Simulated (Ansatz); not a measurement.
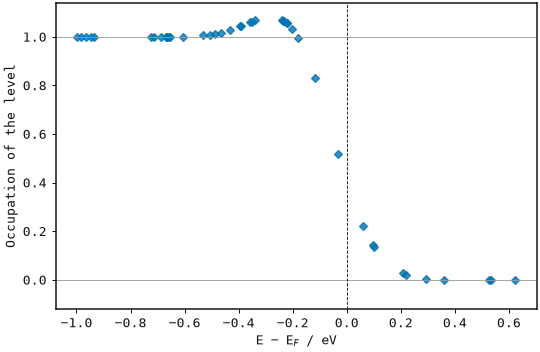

Occupations of the one-electron levels of the k mesh against their energy, from a run on Ga2PN, space group P4/mmm (No. 123), 4 atoms in the cell, with Ansatz.

Q: Name the smearing function and its width.

A: cold (Marzari-Vanderbilt) smearing with a width of 0.2 eV. The occupations overshoot 1 below the Fermi level (up to 1.07) but never turn negative, and they are not symmetric about it.

Q: Is that width safe?

A: It is wide: energies, forces and moments pick up smearing errors, and small gaps get partly filled, so it should be reduced or extrapolated to zero width.
